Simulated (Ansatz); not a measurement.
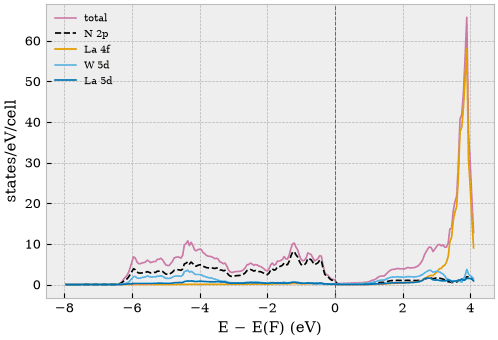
Total and projected density of states of LaWN$_{3}$ in space group Amm2 (No. 38; Pearson symbol oS20), the program Ansatz at the PBEsol level (PAW)

Problem. Which orbitals carry the states next to the Fermi level?

Solution. Within 0.5 eV of the Fermi level: N 2p 81 %, W 5d 6 %, La 5d 6 %. Projections are on Löwdin-orthogonalised atomic valence shells; empty p or d shells of many metals are not among them.

Problem. Where is the tallest occupied peak in this window, and what makes it?

Solution. Near -4.3 eV, about 11 states/eV per cell; the largest projected share is N 2p.

The first step of the workflow began from a Materials Project structure, measured or hypothetical; the Crystallography Open Database copy checked does not list it. Whether it is the stable phase at ambient conditions was not checked. The cell was relaxed with PBEsol under the symmetry of its start. At this level the phase is dynamically unstable (imaginary phonons). No spin polarisation was allowed. Spin–orbit coupling is left out wherever it is not named.

Potentials: the later of the program's two PAW sets.
